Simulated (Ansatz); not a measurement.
## Electronic structure of CH6BFOSi (SMILES CB(F)[SiH2]O) in real space

```xyz
11

C    -0.3834   -1.3019    1.0439
B     0.7510   -0.4311    0.4263
F     2.0081   -0.6301    0.8324
Si    0.4641    1.0402   -0.9659
O    -1.1202    1.1508   -1.4730
H    -0.9677   -0.6863    1.7420
H    -0.0168   -2.1689    1.5986
H    -1.0991   -1.6319    0.2849
H     1.2433    0.7476   -2.1998
H     0.9428    2.3508   -0.4235
H    -1.7569    1.5036   -0.8456
```

All numbers below come from Ansatz 0.2.0, RKS PBE0-D4/def2-mTZVP.

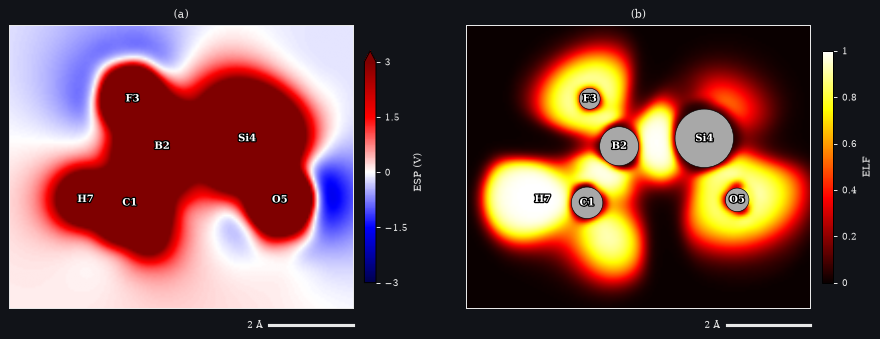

Figure 1. (a) electrostatic potential; (b) ELF on the plane of atoms B2, Si4 and O5. Grey discs cover the atomic cores in the ELF map.

> Describe what can be read from this map.

- The section cuts through C, B, F, Si, O and H sites.
- B–F (1.34 Å): the ELF peaks at about 0.90 between the atoms; a shared but strongly polarised pair.
- C–B (1.56 Å): the ELF peaks at about 1 between the atoms (localised, covalent bonding).
- Si–O (1.67 Å): the ELF peaks at about 0.90 between the atoms; a polar covalent bond.
- Si–B (2.05 Å): the ELF peaks at about 1 between the atoms; localised, covalent bonding.
- C–H (1.09 Å): the ELF climbs to about 1 towards the hydrogen, as it does in any bond to H: an ordinary covalent bond to hydrogen.
- The ELF also peaks beside O5 and F3, away from the bonds: lone-pair regions.
- Outside the dense part of the molecule the potential is most negative (−1.6 V) near O5.

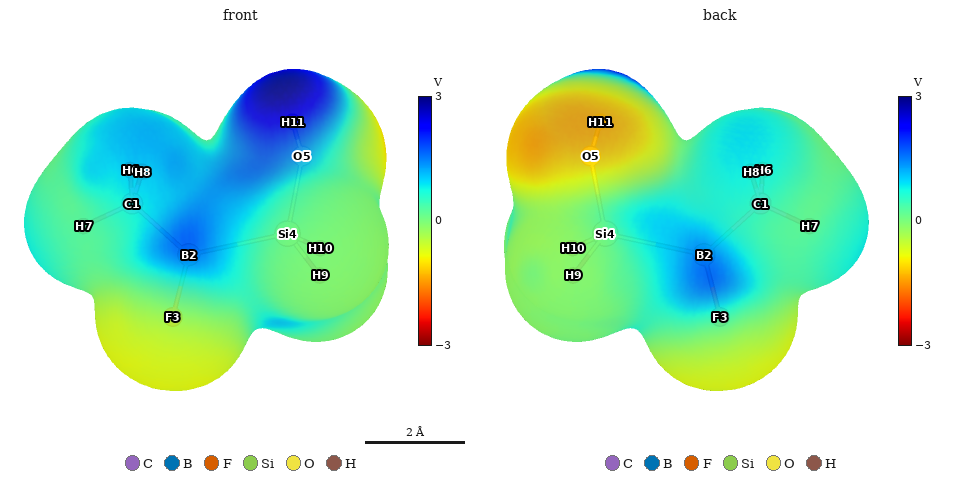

Figure 2. The molecular electrostatic potential painted on the density surface at 0.002 e/bohr³, seen from the front and from behind; the colour scale runs from red (negative) to blue (positive).

> Describe the electrostatic potential map.

The most negative region (about −1.4 V) lies over O5, the most positive (about +2.7 V) over H11. O5 is the likeliest acceptor of a hydrogen bond.

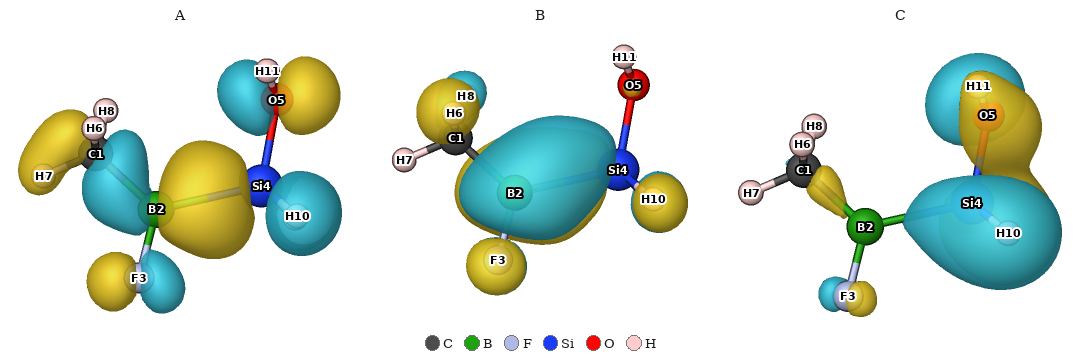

Figure 3. Three frontier orbitals at ±0.1 Å⁻³ᐟ² (yellow and cyan are the two phases), in no order.

> Order the three orbitals by energy and name them.

C is the HOMO−1 (−9.13 eV). Its weight (Hirshfeld) is mainly on O5 (about 30 %), Si4 (about 25 %), H10 (about 20 %) and H9 (about 15 %). A is the HOMO (−7.57 eV). Its weight (Hirshfeld) is mainly on Si4 (about 25 %), B2 (about 25 %), O5 (about 15 %), C1 (about 10 %), F3 (about 10 %) and H10 (about 5 %). B is the LUMO (−1.18 eV). It lies mainly on B2 (about 50 %), Si4 (about 20 %), F3 (about 10 %) and C1 (about 10 %).

> What is the HOMO–LUMO gap?

6.39 eV between the orbital energies.
